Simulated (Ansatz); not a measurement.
# GaPH (quartet): the correlation ladder, cc-pVDZ

How much of the correlation energy of GaPH (quartet) does each wave-function method recover here?

Method: cc-pVDZ, core rule «outside noble gas», up to 19 orbitals frozen; program: Ansatz 0.2.0, Gaussian basis.

To be run: UHF; CCSD(T) on ROHF; CCSD(T) on UHF; BCCD(T) on ROHF; CISD; CCSDT(Q) on ROHF; CCSDT(Q) on UHF.

27 further runs of the same task are left out: 7 for a known fault of the program, 8 that didn't finish, 12 set aside as unsound or not needed.

### Step 1. What is computed

The geometry is a PBE0/def2-TZVP stationary point (not a proven minimum) of the parent state, kept for this charge and spin. No spin-orbit coupling is included. The filled d shell of Ga may be among the frozen orbitals whatever the setting's name suggests; the logs give the count.

3 atoms, charge 0, spin multiplicity 4.

Atoms are counted from 1 here; the program's logs count them from 0.

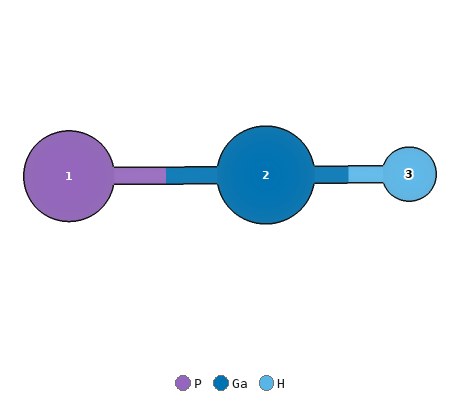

The structure; colours as in the key; atoms are numbered from 1 in the order of the file.

In the tables R marks a restricted open-shell determinant and U an unrestricted one; energies count from the table's Hartree-Fock row.

### Step 2. UHF

The input, in.yaml:

```yaml
crystal:
  periodic: [false, false, false]
  atoms:
    - {symbol: P, position_ang: [0.000000, 0.000000, 1.935800]}
    - {symbol: Ga, position_ang: [0.000000, 0.000000, -0.192200]}
    - {symbol: H, position_ang: [0.000000, 0.000000, -1.743600]}
basis:
  gaussian: {orbitals: cc-pVDZ}
magnetization: {spin_polarized: true, initial_magnetization: 3}
hamiltonian: {xc: hf}
output: {orbitals: {seedname: orbitals}}
```

The run is started by

```
$ ansatz run in.yaml --threads 1 --pin off --events-out ev --progress --plain --max-ram 2393MiB
```

The program printed:

```text
Functional definition: HF
  name "HF"
  cite "Fock, Z. Phys. 61, 126 (1930) doi:10.1007/BF01340294"
  parent pbe
  exchange = exact_x
  correlation = 0
558 factors; integrals over basis functions are off by at most 1.0e-3 eV
mean field evaluation 1: about -61616.4686 eV, gradient 6.4e0 eV
mean field evaluation 2: about -61616.4769 eV, gradient 6.5e0 eV
mean field evaluation 4: about -61617.0294 eV, gradient 8.7e-1 eV
mean field evaluation 8: about -61617.0481 eV, gradient 8.3e-4 eV
mean field evaluation 16: about -61617.6848 eV, gradient 1.7e0 eV
mean field evaluation 32: about -61617.0481 eV, gradient 2.4e-5 eV
mean field evaluation 64: about -61617.0481 eV, gradient 5.0e-3 eV
mean field -61618.19309388 eV, -2264.4268298886 hartree, gradient 1.3e-5 eV, S^2 3.789210; 4 other end points of the search recorded, 0 dependent functions left out
reference -61618.19309388 eV, -2264.4268298886 hartree; 25, 22 occupied and 25, 28 virtual orbitals, 558 factors
Total energy: -61618.19309388 eV, -2264.4268298886 hartree
```

Wall time 3 s (1 thread of Arm Neoverse N1, shared host).

From the report: ⟨S²⟩ of the determinant 3.789 (pure quartet: 3.75).

### Step 3. CCSD(T) on ROHF

Edit in.yaml of step 2 so:

```diff
@@ -8,4 +8,4 @@
   gaussian: {orbitals: cc-pVDZ}
-magnetization: {spin_polarized: true, initial_magnetization: 3}
-hamiltonian: {xc: hf}
-output: {orbitals: {seedname: orbitals}}
+magnetization: {spin_polarized: false, initial_magnetization: 3}
+correlation: {method: ccsd_t, electrons: outside_noble_gas}
+output: {forces: true}
```

Launched as before.

The program printed, shortened:

```text
Functional definition: HF
  name "HF"
  cite "Fock, Z. Phys. 61, 126 (1930) doi:10.1007/BF01340294"
  parent pbe
[...]
558 factors; integrals over basis functions are off by at most 1.0e-3 eV
[...]
mean field -61617.96452786 eV, -2264.4184302422 hartree, gradient 1.3e-6 eV, S^2 3.750000; 9 other end points of the search recorded, 0 dependent functions left out
[...]
determinant -61617.96452786 eV, -2264.4184302422 hartree, with singles and doubles -61622.28522617 eV, -2264.5772129767 hartree
determinant -61616.86634619 eV, -2264.3780728105 hartree, with singles and doubles -61621.41864854 eV, -2264.5453668361 hartree
determinant -61615.99224234 eV, -2264.3459500863 hartree, with singles and doubles -61620.43813818 eV, -2264.5093337449 hartree
determinant -61615.58847559 eV, -2264.3311119322 hartree, with singles and doubles -61620.07444061 eV, -2264.4959681058 hartree
determinant -61615.01358332 eV, -2264.3099850309 hartree, with singles and doubles -61619.73704438 eV, -2264.4835690230 hartree
19 core orbitals not correlated: weight in the atoms' cores, before any rotation towards them, 0.996 or more for the frozen orbitals, at most 0.005 for the correlated occupied ones
reference -61617.96452786 eV, -2264.4184302422 hartree; 6, 3 occupied and 25, 28 virtual orbitals, 558 factors
second order -3.37297645 eV of doubles, -0.11554841 eV of singles
cycle   1  -4.32082199 eV  change   -1.2e-4 eV  update   7.4e-4
[...]
cycle  10  -4.32102819 eV  change   -7.7e-8 eV  update   9.1e-8
perturbative correction -0.11538454 eV, -0.0042403036 hartree
[...]
Total energy: -61622.40094059 eV, -2264.5814654030 hartree
Atom 0 at     0.000000     0.000000     1.935800 Å, force     0.000000     0.000000     4.239648 eV/Å
Atom 1 at     0.000000     0.000000    -0.192200 Å, force    -0.000000     0.000000    -4.185467 eV/Å
Atom 2 at     0.000000     0.000000    -1.743600 Å, force     0.000000    -0.000000    -0.054181 eV/Å
Dipole moment:    -0.000000     0.000000     0.135674 e Å
```

Run time: 12 s. Hardware: 1 thread of Arm Neoverse N1, shared host.

From the report: correlation -4.4364 eV; T1 0.022; largest double amplitude 0.05.

### Step 4. CCSD(T) on UHF

Edit in.yaml of step 3 so:

```diff
@@ -8,3 +8,3 @@
   gaussian: {orbitals: cc-pVDZ}
-magnetization: {spin_polarized: false, initial_magnetization: 3}
+magnetization: {spin_polarized: true, initial_magnetization: 3}
 correlation: {method: ccsd_t, electrons: outside_noble_gas}
```

Launched as before.

The program printed, shortened:

```text
Functional definition: HF
  name "HF"
  cite "Fock, Z. Phys. 61, 126 (1930) doi:10.1007/BF01340294"
  parent pbe
[...]
558 factors; integrals over basis functions are off by at most 1.0e-3 eV
[...]
mean field -61618.19309388 eV, -2264.4268298886 hartree, gradient 1.5e-6 eV, S^2 3.789210; 13 other end points of the search recorded, 0 dependent functions left out
determinant -61618.19309388 eV, -2264.4268298886 hartree, with singles and doubles -61622.29503332 eV, -2264.5775733828 hartree
determinant -61617.04813884 eV, -2264.3847535671 hartree, with singles and doubles -61621.42358229 eV, -2264.5455481480 hartree
determinant -61616.18114833 eV, -2264.3528922535 hartree, with singles and doubles -61620.44895733 eV, -2264.5097313413 hartree
determinant -61615.78485104 eV, -2264.3383285965 hartree, with singles and doubles -61620.08145297 eV, -2264.4962258053 hartree
determinant -61615.20582858 eV, -2264.3170499140 hartree, with singles and doubles -61619.75219924 eV, -2264.4841259539 hartree
19 core orbitals not correlated: weight in the atoms' cores, before any rotation towards them, 0.995 or more for the frozen orbitals, at most 0.006 for the correlated occupied ones
reference -61618.19309388 eV, -2264.4268298886 hartree; 6, 3 occupied and 25, 28 virtual orbitals, 558 factors
second order -3.22874961 eV of doubles, -0.00000000 eV of singles
cycle   1  -4.10196694 eV  change   -2.7e-5 eV  update   6.5e-4
[...]
cycle   9  -4.10207639 eV  change    5.4e-8 eV  update   3.3e-7
perturbative correction -0.11098645 eV, -0.0040786767 hartree
[...]
Total energy: -61622.40615672 eV, -2264.5816570923 hartree
Atom 0 at     0.000000     0.000000     1.935800 Å, force     0.000000    -0.000000     4.233923 eV/Å
Atom 1 at     0.000000     0.000000    -0.192200 Å, force    -0.000000    -0.000000    -4.180453 eV/Å
Atom 2 at     0.000000     0.000000    -1.743600 Å, force     0.000000     0.000000    -0.053471 eV/Å
Dipole moment:     0.000000     0.000000     0.135093 e Å
```

Wall time 14 s (1 thread of Arm Neoverse N1, shared host).

From the report: ⟨S²⟩ of the determinant 3.789 (pure quartet: 3.75); correlation -4.2131 eV; T1 0.018; largest double amplitude 0.05.

### Step 5. BCCD(T) on ROHF

Edit in.yaml of step 4 so:

```diff
@@ -8,4 +8,3 @@
   gaussian: {orbitals: cc-pVDZ}
-magnetization: {spin_polarized: true, initial_magnetization: 3}
-correlation: {method: ccsd_t, electrons: outside_noble_gas}
-output: {forces: true}
+magnetization: {spin_polarized: false, initial_magnetization: 3}
+correlation: {method: bccd_t, electrons: outside_noble_gas}
```

The command is unchanged.

The program printed, shortened:

```text
Functional definition: HF
  name "HF"
  cite "Fock, Z. Phys. 61, 126 (1930) doi:10.1007/BF01340294"
  parent pbe
[...]
558 factors; integrals over basis functions are off by at most 1.0e-3 eV
[...]
mean field -61617.96452786 eV, -2264.4184302422 hartree, gradient 1.3e-6 eV, S^2 3.750000; 9 other end points of the search recorded, 0 dependent functions left out
[...]
determinant -61617.96452786 eV, -2264.4184302422 hartree, with singles and doubles -61622.28522617 eV, -2264.5772129767 hartree
determinant -61616.86634619 eV, -2264.3780728105 hartree, with singles and doubles -61621.41864854 eV, -2264.5453668361 hartree
determinant -61615.99224234 eV, -2264.3459500863 hartree, with singles and doubles -61620.43813818 eV, -2264.5093337449 hartree
determinant -61615.58847559 eV, -2264.3311119322 hartree, with singles and doubles -61620.07444061 eV, -2264.4959681058 hartree
determinant -61615.01358332 eV, -2264.3099850309 hartree, with singles and doubles -61619.73704438 eV, -2264.4835690230 hartree
19 core orbitals not correlated: weight in the atoms' cores, before any rotation towards them, 0.996 or more for the frozen orbitals, at most 0.005 for the correlated occupied ones
reference -61617.96452786 eV, -2264.4184302422 hartree; 6, 3 occupied and 25, 28 virtual orbitals, 558 factors
second order -3.37297645 eV of doubles, -0.11554841 eV of singles
cycle   1  -4.32395820 eV  change   -3.3e-3 eV  update   3.9e-3
[...]
cycle   8  -4.32144056 eV  change    1.4e-6 eV  update   6.3e-6
perturbative correction -0.11508197 eV, -0.0042291845 hartree
Total energy: -61622.40105038 eV, -2264.5814694380 hartree
```

It took 9.5 s on 1 thread of Arm Neoverse N1, shared host.

From the report: correlation -4.4365 eV; largest double amplitude 0.05.

### Step 6. CISD

Edit in.yaml of step 5 so:

```diff
@@ -9,2 +9,2 @@
 magnetization: {spin_polarized: false, initial_magnetization: 3}
-correlation: {method: bccd_t, electrons: outside_noble_gas}
+correlation: {active_space: {ras: {orbitals: [3, 3, 25], electrons: 9, max_holes: 2, max_particles: 2}, fixed_orbitals: true}}
```

Launched as before.

The program printed:

```text
Functional definition: HF
  name "HF"
  cite "Fock, Z. Phys. 61, 126 (1930) doi:10.1007/BF01340294"
  parent pbe
  exchange = exact_x
  correlation = 0
558 factors; integrals over basis functions are off by at most 1.0e-3 eV
mean field evaluation 1: about -61617.2423 eV, gradient 9.4e0 eV
mean field evaluation 2: about -61617.2472 eV, gradient 9.4e0 eV
mean field evaluation 4: about -61617.9585 eV, gradient 8.8e-1 eV
mean field evaluation 8: about -61617.9645 eV, gradient 1.5e-4 eV
mean field evaluation 16: about -61617.9645 eV, gradient 3.3e-5 eV
mean field evaluation 32: about -61616.8643 eV, gradient 4.2e-1 eV
mean field -61617.96452786 eV, -2264.4184302422 hartree, gradient 1.3e-6 eV, S^2 3.750000; 6 other end points of the search recorded, 0 dependent functions left out
reference -61617.96452786 eV, -2264.4184302422 hartree; 25, 22 occupied and 25, 28 virtual orbitals, 558 factors
state -61622.03466276 eV, -2264.5680049411 hartree
Total energy: -61622.03466276 eV, -2264.5680049411 hartree
```

It took 5 s on 1 thread of Arm Neoverse N1, shared host.

From the report: 19,942 determinants.

### Step 7. CCSDT(Q) on ROHF

Edit in.yaml of step 6 so:

```diff
@@ -9,2 +9,2 @@
 magnetization: {spin_polarized: false, initial_magnetization: 3}
-correlation: {active_space: {ras: {orbitals: [3, 3, 25], electrons: 9, max_holes: 2, max_particles: 2}, fixed_orbitals: true}}
+correlation: {method: ccsdt_q, electrons: outside_noble_gas}
```

The command is unchanged.

The program printed, shortened:

```text
Functional definition: HF
  name "HF"
  cite "Fock, Z. Phys. 61, 126 (1930) doi:10.1007/BF01340294"
  parent pbe
[...]
955 factors; integrals over basis functions are off by at most 1.7e-7 eV
[...]
mean field -61617.96467411 eV, -2264.4184356170 hartree, gradient 1.3e-6 eV, S^2 3.750000; 9 other end points of the search recorded, 0 dependent functions left out
[...]
determinant -61617.96467411 eV, -2264.4184356170 hartree, with singles and doubles -61622.28538992 eV, -2264.5772189944 hartree
determinant -61616.86650583 eV, -2264.3780786771 hartree, with singles and doubles -61621.41882456 eV, -2264.5453733047 hartree
determinant -61615.99238699 eV, -2264.3459554022 hartree, with singles and doubles -61620.43830025 eV, -2264.5093397008 hartree
determinant -61615.58862817 eV, -2264.3311175391 hartree, with singles and doubles -61620.07460785 eV, -2264.4959742519 hartree
determinant -61615.01373852 eV, -2264.3099907344 hartree, with singles and doubles -61619.73721891 eV, -2264.4835754369 hartree
19 core orbitals not correlated: weight in the atoms' cores, before any rotation towards them, 0.996 or more for the frozen orbitals, at most 0.005 for the correlated occupied ones
reference -61617.96467411 eV, -2264.4184356170 hartree; 6, 3 occupied and 25, 28 virtual orbitals, 955 factors
second order -3.37299800 eV of doubles, -0.11554936 eV of singles
cycle   1  -4.09526590 eV  change   -6.0e-1 eV  update   7.0e-2
[...]
cycle  18  -4.46800873 eV  change   -5.4e-7 eV  update   7.9e-7
perturbative correction -0.00761976 eV, -0.0002800210 hartree
Total energy: -61622.44030260 eV, -2264.5829119302 hartree
```

It took 22 s on 1 thread of Arm Neoverse N1, shared host.

From the report: correlation -4.4756 eV; T1 0.023; largest double amplitude 0.08.

### Step 8. CCSDT(Q) on UHF

Edit in.yaml of step 7 so:

```diff
@@ -8,3 +8,3 @@
   gaussian: {orbitals: cc-pVDZ}
-magnetization: {spin_polarized: false, initial_magnetization: 3}
+magnetization: {spin_polarized: true, initial_magnetization: 3}
 correlation: {method: ccsdt_q, electrons: outside_noble_gas}
```

The command is unchanged.

The program printed, shortened:

```text
Functional definition: HF
  name "HF"
  cite "Fock, Z. Phys. 61, 126 (1930) doi:10.1007/BF01340294"
  parent pbe
[...]
955 factors; integrals over basis functions are off by at most 1.7e-7 eV
[...]
mean field -61618.19324283 eV, -2264.4268353625 hartree, gradient 9.2e-7 eV, S^2 3.789211; 13 other end points of the search recorded, 0 dependent functions left out
determinant -61618.19324283 eV, -2264.4268353625 hartree, with singles and doubles -61622.29519724 eV, -2264.5775794069 hartree
determinant -61617.04829997 eV, -2264.3847594885 hartree, with singles and doubles -61621.42375925 eV, -2264.5455546513 hartree
determinant -61616.18129279 eV, -2264.3528975622 hartree, with singles and doubles -61620.44911862 eV, -2264.5097372687 hartree
determinant -61615.78500276 eV, -2264.3383341724 hartree, with singles and doubles -61620.08161968 eV, -2264.4962319317 hartree
determinant -61615.20598466 eV, -2264.3170556498 hartree, with singles and doubles -61619.75237313 eV, -2264.4841323442 hartree
19 core orbitals not correlated: weight in the atoms' cores, before any rotation towards them, 0.995 or more for the frozen orbitals, at most 0.006 for the correlated occupied ones
reference -61618.19324283 eV, -2264.4268353625 hartree; 6, 3 occupied and 25, 28 virtual orbitals, 955 factors
second order -3.22876860 eV of doubles, -0.00000000 eV of singles
cycle   1  -3.83391794 eV  change   -6.1e-1 eV  update   7.3e-2
[...]
cycle  18  -4.24483815 eV  change   -6.7e-7 eV  update   1.0e-6
perturbative correction -0.00746478 eV, -0.0002743255 hartree
Total energy: -61622.44554575 eV, -2264.5831046127 hartree
```

It took 23 s on 1 thread of Arm Neoverse N1, shared host.

From the report: ⟨S²⟩ of the determinant 3.789 (pure quartet: 3.75); correlation -4.2523 eV; T1 0.019; largest double amplitude 0.08.

### Step 9. The ladder

The yardstick is UCCSDT(Q), where the cluster series has nearly closed. Rows without a time come out of other runs: HF, MP2 and CCSD of CCSD(T), CCSDT of CCSDT(Q). The times of RCCSD(T), UCCSD(T) include forces.

Differences are taken before rounding.

| method | energy from the lowest RHF (meV) | from UCCSDT(Q) (meV) | time |
| --- | --- | --- | --- |
| RHF | 0.0 | +4481.0 |  |
| UHF | -228.6 | +4252.5 |  |
| RMP2 | -3488.5 | +992.5 |  |
| UMP2 | -3457.3 | +1023.7 |  |
| RCCSD | -4321.0 | +160.0 |  |
| UCCSD | -4330.6 | +150.4 |  |
| RCCSD(T) | -4436.4 | +44.6 | 12 s |
| UCCSD(T) | -4441.6 | +39.4 | 14 s |
| BCCD(T) | -4436.5 | +44.5 | 9.5 s |
| RCCSDT | -4468.2 | +12.9 |  |
| UCCSDT | -4473.6 | +7.5 |  |
| RCCSDT(Q) | -4475.8 | +5.2 | 22 s |
| UCCSDT(Q) | -4481.0 | 0 | 23 s |

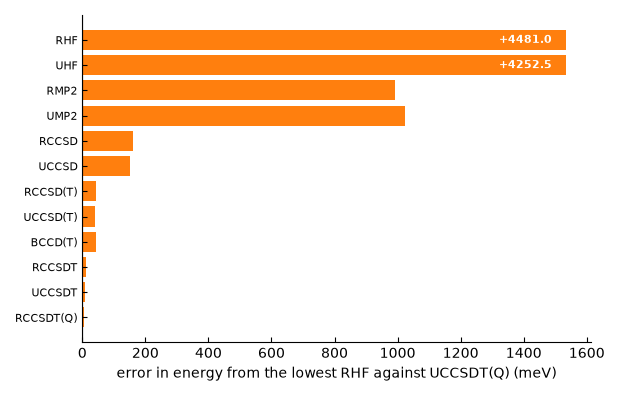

How far each level lands from UCCSDT(Q). Bars with a number in them are cut short.

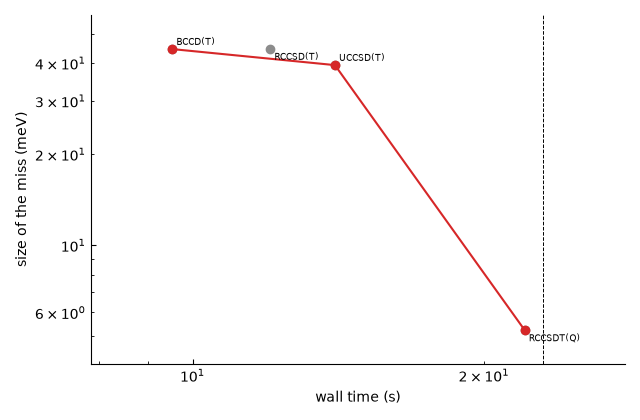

Miss against cost. Red marks the levels that no quicker level drawn beats (of those quicker than the yardstick), and the dashed line is the time of UCCSDT(Q). Times are from a shared host.

Not comparable, so not listed: CISD (they don't share determinant, frozen orbitals or solution with the rows shown, or repeat one).

### Step 10. What came out

| quantity | value |
| --- | --- |
| UCCSDT(Q) below the RHF energy | -4.4810 eV |
| RMP2 from UCCSDT(Q) | +992.5 meV |
| UMP2 from UCCSDT(Q) | +1023.7 meV |
| RCCSD from UCCSDT(Q) | +160.0 meV |
| RCCSD(T) from UCCSDT(Q) | +44.6 meV |
| UCCSD(T) from UCCSDT(Q) | +39.4 meV |
| RCCSDT(Q) from UCCSDT(Q) | +5.2 meV |
| levels within 1 kcal/mol (43 meV) | UCCSD(T), RCCSDT, UCCSDT, RCCSDT(Q) |
| T1 diagnostic | 0.022 |

RCCSD(T) misses by +44.6 meV, 1.0 % of the correlation energy. These misses are within one basis, not against nature; the frozen cores of restricted and unrestricted runs differ, which can shift their rows.

For cost: RCCSDT(Q) gets within 5.2 meV in 22 s, where UCCSDT(Q) took 23 s; the quickest level in the cost chart, BCCD(T), takes 9.5 s and misses by 44.5 meV.
